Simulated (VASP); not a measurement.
Band structure of FePt (L1_0). Level of theory: RPBE GGA, VASP's PBE PAW potentials (set 64) (plane waves; VASP 6.6.1).

Unless said otherwise, spin-orbit coupling is left out, though it shifts the bands of the heavy elements here.

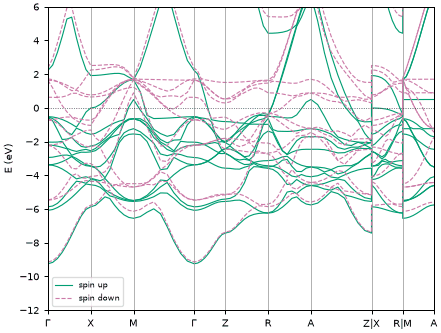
Bands along high-symmetry lines, zero at the valence-band maximum or, without a gap, the Fermi level

Q: Read the plot: is there a gap, and where are the band edges?

A: It has no gap at this level: it comes out as a metal or semimetal. (Edges off the drawn lines would not show.)

The compound is FePt in the L1_0 structure. It was relaxed first.
